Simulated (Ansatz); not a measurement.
**H3O (doublet): one geometry, many settings**

Aim: run H3O (doublet) at one geometry under a spread of methods and options, and see what each costs and gives.

Computed with Ansatz 0.2.0, Gaussian basis. Level: the settings change from run to run.

25 further runs of the same task are left out: 2 for a known fault of the program, 9 that didn't finish, 14 set aside as unsound or not needed.

## 1. The system

The geometry is a PBE0/def2-TZVPD stationary point (not a proven minimum) of the parent state, kept for this charge and spin.

4 atoms, charge 0, spin multiplicity 2.

Atoms are counted from 1 here; the program's logs count them from 0.

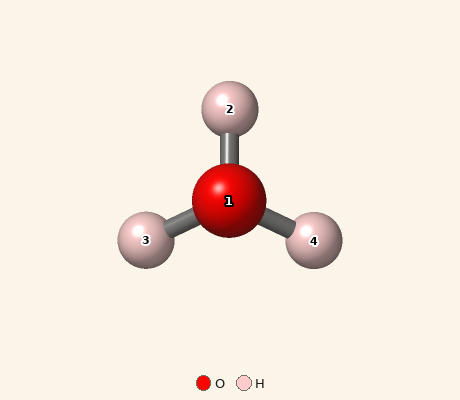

The structure; oxygen red, hydrogen pink; atoms are numbered from 1 in the order of the file.

## 2. CCSD/6-31G

Input file in.yaml:

```yaml
crystal:
  periodic: [false, false, false]
  atoms:
    - {symbol: O, position_ang: [0.053909, -0.002347, 0.000000]}
    - {symbol: H, position_ang: [-0.277338, 0.934360, 0.000002]}
    - {symbol: H, position_ang: [-0.289188, -0.448554, 0.883737]}
    - {symbol: H, position_ang: [-0.289189, -0.448551, -0.883738]}
basis:
  gaussian: {orbitals: 6-31G}
magnetization: {spin_polarized: false, initial_magnetization: 1}
hamiltonian: {xc: {name: r2SCAN}}
correlation: {method: ccsd, electrons: valence}
scf: {lower_state_search: light}
```

Command:

```sh
$ ansatz run in.yaml --threads 1 --pin off --events-out ev --progress --plain --max-ram 2393MiB
```

What it wrote, shortened:

```text
Functional definition: r2SCAN
  name "r2SCAN"
  cite "Furness, Kaplan, Ning, Perdew & Sun, J. Phys. Chem. Lett. 11, 8208 (2020) doi:10.1021/acs.jpclett.0c02405"
  cite "Furness, Kaplan, Ning, Perdew & Sun, J. Phys. Chem. Lett. 11, 9248 (2020) doi:10.1021/acs.jpclett.0c03077"
  parent r2scan
[...]
171 factors; integrals over basis functions are off by at most 2.7e-4 eV
[...]
mean field -2089.93901370 eV, -76.8038421421 hartree, gradient 1.0e-6 eV, S^2 0.750000; 0 other end points of the search recorded, 0 dependent functions left out
1 core orbitals not correlated: weight in the atoms' cores, before any rotation towards them, 1.000 or more for the frozen orbitals, at most 0.000 for the correlated occupied ones
reference -2078.81207079 eV, -76.3949345320 hartree; 5, 4 occupied and 9, 10 virtual orbitals, 171 factors
second order -4.03733622 eV of doubles, -0.09550412 eV of singles
cycle   1  -4.13593211 eV  change   -4.2e-3 eV  update   4.2e-2
[...]
cycle   9  -4.28636564 eV  change    3.9e-7 eV  update   7.5e-6
Total energy: -2083.09843643 eV, -76.5524555640 hartree
```

Run time: 1 s. Hardware: 1 thread of Arm Neoverse V1, shared host.

From the report: correlation -4.2864 eV; T1 0.011; largest double amplitude 0.05. The orbitals are Kohn-Sham ones, so correlation energy and T1 don't compare with those on Hartree-Fock orbitals.

## 3. MP2 on UHF/aug-cc-pVDZ

Input file in.yaml:

```yaml
crystal:
  periodic: [false, false, false]
  atoms:
    - {symbol: O, position_ang: [0.053909, -0.002347, 0.000000]}
    - {symbol: H, position_ang: [-0.277338, 0.934360, 0.000002]}
    - {symbol: H, position_ang: [-0.289188, -0.448554, 0.883737]}
    - {symbol: H, position_ang: [-0.289189, -0.448551, -0.883738]}
basis:
  gaussian: {orbitals: aug-cc-pVDZ}
magnetization: {spin_polarized: true, initial_magnetization: 1}
correlation: {method: mp2, electrons: outside_noble_gas}
```

Launched as before.

What it wrote:

```text
Functional definition: HF
  name "HF"
  cite "Fock, Z. Phys. 61, 126 (1930) doi:10.1007/BF01340294"
  parent pbe
  exchange = exact_x
  correlation = 0
468 factors; integrals over basis functions are off by at most 7.7e-4 eV
mean field evaluation 1: about -2080.0304 eV, gradient 1.7e1 eV
mean field evaluation 2: about -2080.0308 eV, gradient 1.7e1 eV
mean field evaluation 4: about -2081.2967 eV, gradient 1.7e0 eV
mean field evaluation 8: about -2081.3418 eV, gradient 1.8e-3 eV
mean field -2081.34183436 eV, -76.4879016286 hartree, gradient 2.4e-6 eV, S^2 0.752898; 0 other end points of the search recorded, 0 dependent functions left out
1 core orbitals not correlated: weight in the atoms' cores, before any rotation towards them, 1.000 or more for the frozen orbitals, at most 0.000 for the correlated occupied ones
reference -2081.34183436 eV, -76.4879016286 hartree; 5, 4 occupied and 44, 45 virtual orbitals, 468 factors
second order -6.43343012 eV of doubles, -0.00000000 eV of singles
Total energy: -2087.77526448 eV, -76.7243258248 hartree
```

It took 0.21 s on 1 thread of Arm Neoverse V1, shared host.

From the report: ⟨S²⟩ of the determinant 0.753 (pure doublet: 0.75).

## 4. CASCI(7,4)/STO-3G

Edit in.yaml of step 3 so:

```diff
@@ -8,4 +8,5 @@
 basis:
-  gaussian: {orbitals: aug-cc-pVDZ}
-magnetization: {spin_polarized: true, initial_magnetization: 1}
-correlation: {method: mp2, electrons: outside_noble_gas}
+  gaussian: {orbitals: STO-3G}
+magnetization: {spin_polarized: false, initial_magnetization: 1}
+correlation: {active_space: {window: {electrons: 7, orbitals: 4}, fixed_orbitals: true}}
+output: {forces: true}
```

The command is unchanged.

What it wrote, shortened:

```text
Functional definition: HF
  name "HF"
  cite "Fock, Z. Phys. 61, 126 (1930) doi:10.1007/BF01340294"
  parent pbe
[...]
105 factors; integrals over basis functions are off by at most 5.9e-6 eV
[...]
mean field -2048.53796231 eV, -75.2823815661 hartree, gradient 9.4e-6 eV, S^2 0.750000; 0 other end points of the search recorded, 0 dependent functions left out
reference -2048.53796231 eV, -75.2823815661 hartree; 6, 5 occupied and 2, 3 virtual orbitals, 105 factors
state -2048.53796231 eV, -75.2823815661 hartree
[...]
Total energy: -2048.53796231 eV, -75.2823815661 hartree
Atom 0 at     0.053909    -0.002347     0.000000 Å, force     2.527949     1.226983    -0.000000 eV/Å
Atom 1 at    -0.277338     0.934360     0.000002 Å, force    -0.484852     3.080214    -0.000000 eV/Å
Atom 2 at    -0.289188    -0.448554     0.883737 Å, force    -1.021548    -2.153598     5.547512 eV/Å
Atom 3 at    -0.289189    -0.448551    -0.883738 Å, force    -1.021548    -2.153598    -5.547512 eV/Å
Dipole moment:    -0.096998     0.162223     0.000000 e Å
```

It took 0.06 s on 1 thread of Arm Neoverse V1, shared host.

From the report: 3 determinants; active occupations 2.00, 2.00, 2.00, 1.00. With so small a space the active step adds no correlation: the energy is the mean field's.

## 5. CASSCF(5,8)/def2-SVP

Edit in.yaml of step 4 so:

```diff
@@ -8,5 +8,5 @@
 basis:
-  gaussian: {orbitals: STO-3G}
+  gaussian: {orbitals: def2-SVP, fitting: {mean_field: def2-universal-jkfit}}
 magnetization: {spin_polarized: false, initial_magnetization: 1}
-correlation: {active_space: {window: {electrons: 7, orbitals: 4}, fixed_orbitals: true}}
+correlation: {active_space: {window: {electrons: 5, orbitals: 8}}}
 output: {forces: true}
```

Launched as before.

What it wrote, shortened:

```text
Functional definition: HF
  name "HF"
  cite "Fock, Z. Phys. 61, 126 (1930) doi:10.1007/BF01340294"
  parent pbe
[...]
131 factors; integrals over basis functions are off by at most 2.2e-1 eV
[...]
mean field -2078.45006116 eV, -76.3816309235 hartree, gradient 9.6e-7 eV, S^2 0.750000; 2 other end points of the search recorded, 0 dependent functions left out
reference -2078.45006116 eV, -76.3816309235 hartree; 6, 5 occupied and 23, 24 virtual orbitals, 131 factors
state -2080.58214998 eV, -76.4599837424 hartree
[...]
Total energy: -2080.58214998 eV, -76.4599837424 hartree
Atom 0 at     0.053909    -0.002347     0.000000 Å, force     0.355070    -0.290605     0.000000 eV/Å
Atom 1 at    -0.277338     0.934360     0.000002 Å, force    -0.180603     0.707262    -0.000000 eV/Å
Atom 2 at    -0.289188    -0.448554     0.883737 Å, force    -0.087233    -0.208329     0.099202 eV/Å
Atom 3 at    -0.289189    -0.448551    -0.883738 Å, force    -0.087233    -0.208329    -0.099202 eV/Å
Dipole moment:    -0.073013     0.102183     0.000000 e Å
```

It took 3.8 s on 1 thread of Arm Neoverse V1, shared host.

From the report: 1,568 determinants; active occupations 1.97, 1.97, 0.99, 0.03, 0.02, 0.01, 0.00, 0.00.

## 6. BCCD on ROHF/aug-cc-pVDZ

Edit in.yaml of step 5 so:

```diff
@@ -8,5 +8,5 @@
 basis:
-  gaussian: {orbitals: def2-SVP, fitting: {mean_field: def2-universal-jkfit}}
+  gaussian: {orbitals: aug-cc-pVDZ}
 magnetization: {spin_polarized: false, initial_magnetization: 1}
-correlation: {active_space: {window: {electrons: 5, orbitals: 8}}}
+correlation: {method: bccd, electrons: outside_noble_gas}
 output: {forces: true}
```

Launched as before.

What it wrote, shortened:

```text
Functional definition: HF
  name "HF"
  cite "Fock, Z. Phys. 61, 126 (1930) doi:10.1007/BF01340294"
  parent pbe
[...]
468 factors; integrals over basis functions are off by at most 7.7e-4 eV
[...]
mean field -2081.31684066 eV, -76.4869831270 hartree, gradient 1.3e-6 eV, S^2 0.750000; 2 other end points of the search recorded, 0 dependent functions left out
determinant -2081.31684066 eV, -76.4869831270 hartree, with singles and doubles -2088.03997107 eV, -76.7340536127 hartree
determinant -2079.34143671 eV, -76.4143883708 hartree, with singles and doubles -2085.85923421 eV, -76.6539130112 hartree
determinant -2079.20258737 eV, -76.4092857519 hartree, with singles and doubles -2085.67864746 eV, -76.6472765704 hartree
1 core orbitals not correlated: weight in the atoms' cores, before any rotation towards them, 1.000 or more for the frozen orbitals, at most 0.000 for the correlated occupied ones
reference -2081.31684066 eV, -76.4869831270 hartree; 5, 4 occupied and 44, 45 virtual orbitals, 468 factors
second order -6.44183072 eV of doubles, -0.01429602 eV of singles
cycle   1  -6.70077302 eV  change   -2.6e-1 eV  update   2.5e-2
[...]
cycle  12  -6.71444686 eV  change    2.4e-7 eV  update   5.0e-7
[...]
Total energy: -2088.03128751 eV, -76.7337344977 hartree
Atom 0 at     0.053909    -0.002347     0.000000 Å, force     0.141986    -0.570455     0.000000 eV/Å
Atom 1 at    -0.277338     0.934360     0.000002 Å, force    -0.183254     0.476933    -0.000000 eV/Å
Atom 2 at    -0.289188    -0.448554     0.883737 Å, force     0.020634     0.046761    -0.618975 eV/Å
Atom 3 at    -0.289189    -0.448551    -0.883738 Å, force     0.020634     0.046761     0.618975 eV/Å
Dipole moment:     0.029191     0.056514     0.000000 e Å
```

It took 4.5 s on 1 thread of Arm Neoverse V1, shared host.

From the report: correlation -6.7144 eV; largest double amplitude 0.03.

## 7. BCCD(T)/aug-cc-pVDZ

Edit in.yaml of step 6 so:

```diff
@@ -10,3 +10,4 @@
 magnetization: {spin_polarized: false, initial_magnetization: 1}
-correlation: {method: bccd, electrons: outside_noble_gas}
+hamiltonian: {xc: {name: PBE}}
+correlation: {method: bccd_t, electrons: valence, diis_vectors: 2}
 output: {forces: true}
```

Launched as before.

What it wrote, shortened:

```text
Functional definition: PBE
  name "PBE"
  cite "Perdew, Burke & Ernzerhof, Phys. Rev. Lett. 77, 3865 (1996) doi:10.1103/PhysRevLett.77.3865"
  parent pbe
[...]
468 factors; integrals over basis functions are off by at most 7.7e-4 eV
[...]
mean field -2090.89672353 eV, -76.8390373289 hartree, gradient 4.7e-7 eV, S^2 0.750000; 0 other end points of the search recorded, 0 dependent functions left out
1 core orbitals not correlated: weight in the atoms' cores, before any rotation towards them, 1.000 or more for the frozen orbitals, at most 0.000 for the correlated occupied ones
reference -2081.02139917 eV, -76.4761258525 hartree; 5, 4 occupied and 44, 45 virtual orbitals, 468 factors
second order -6.71307455 eV of doubles, -0.22333691 eV of singles
cycle   1  -6.82712112 eV  change    1.1e-1 eV  update   4.9e-2
[...]
cycle  15  -6.99113218 eV  change   -7.2e-7 eV  update   1.9e-6
perturbative correction -0.19194792 eV, -0.0070539559 hartree
[...]
Total energy: -2088.20447927 eV, -76.7400991772 hartree
Atom 0 at     0.053909    -0.002347     0.000000 Å, force     0.282148    -0.590606    -0.000000 eV/Å
Atom 1 at    -0.277338     0.934360     0.000002 Å, force    -0.232398     0.602964    -0.000000 eV/Å
Atom 2 at    -0.289188    -0.448554     0.883737 Å, force    -0.024875    -0.006179    -0.500874 eV/Å
Atom 3 at    -0.289189    -0.448551    -0.883738 Å, force    -0.024875    -0.006179     0.500874 eV/Å
Dipole moment:     0.025710     0.054795     0.000000 e Å
```

It took 6.5 s on 1 thread of Arm Neoverse V1, shared host; peak memory 0.26 GiB.

From the report: correlation -7.1831 eV; largest double amplitude 0.03.

## 8. The runs in one table

Where basis and cores are those of an earlier UCCSDT(Q)/aug-cc-pVDZ run (-2088.2471 eV), and the state is the same kind, the miss against it is given.

| level | correlated | functions | energy (eV) | from UCCSDT(Q) (meV) | time |
| --- | --- | --- | --- | --- | --- |
| CCSD/6-31G (on r2SCAN orbitals) | valence | 15 | -2083.0984 |  | 1 s |
| MP2 on UHF/aug-cc-pVDZ | outside noble gas | 50 | -2087.7753 | 471.8 | 0.21 s |
| CASCI(7,4)/STO-3G |  | 8 | -2048.5380 |  | 0.06 s |
| CASSCF(5,8)/def2-SVP |  | 29 | -2080.5821 |  | 3.8 s |
| BCCD on ROHF/aug-cc-pVDZ | outside noble gas | 50 | -2088.0313 | 215.8 | 4.5 s |
| BCCD(T)/aug-cc-pVDZ (on PBE orbitals) | valence | 50 | -2088.2045 | 42.6 | 6.5 s |

## 9. Results

| quantity | value |
| --- | --- |
| runs | 6 |
| quickest | CASCI(7,4)/STO-3G, 0.06 s |
| slowest | BCCD(T)/aug-cc-pVDZ (on PBE orbitals), 6.5 s |

**Reading.** Total energies in different bases, with other cores or another treatment of relativity can't be set against each other. BCCD(T)/aug-cc-pVDZ (on PBE orbitals) took 108 times as long as CASCI(7,4)/STO-3G; the jobs differ in more than the method. Among the correlated runs with a miss given, it spans +43 to +472 meV. Cores frozen from Kohn-Sham orbitals shift the total energy.
